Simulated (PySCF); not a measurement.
Vertical excitations of a molecule C3H9B from TDA-PBE/def2-SVPD (PySCF 2.14.0), as energy in eV (oscillator strength): 6.11 (0.001), 6.13 (0.002), 6.96 (0.049), 6.96 (0.052), 7.63 (0.002), 8.21 (0.000), 8.23 (0.003), 8.23 (0.005), 8.39 (0.003), 8.42 (0.144). Lowest triplet (TDA): 5.58 eV. Geometry: PBE0-D3(BJ)/def2-SVP. One conformer was computed; it need not be the lowest.

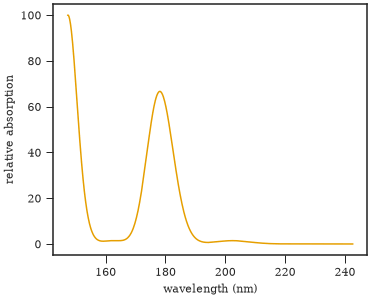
*The lines broadened by 0.4 eV.*

Q: Which structure fits?
(A) CBCC
(B) BC(C)C
(C) BCCC
(D) CB(C)C

A: D, CB(C)C
